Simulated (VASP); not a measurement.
Band structure of SrVO₃ (cubic perovskite). Method: vdW-DF-cx, VASP's PBE PAW potentials (set 64) (plane waves; VASP).

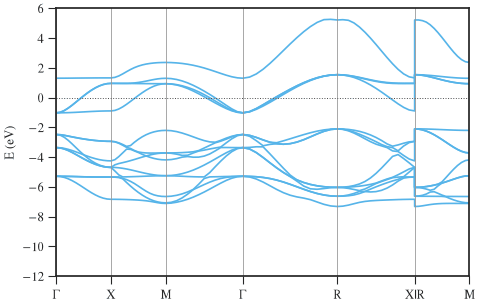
Bands along high-symmetry lines, zero at the valence-band maximum or, without a gap, the Fermi level

**Question.** Read the plot: is there a gap, and where are the band edges?

**Answer.** It has no gap at this level: it comes out as a metal or semimetal. (Edges off the drawn lines would not show.)

The compound is SrVO3 in the cubic perovskite structure. It was relaxed first. The run is not spin-polarised, so no magnetic state was tried. The electron count is odd and the run is not spin-polarised, which forces a metal.
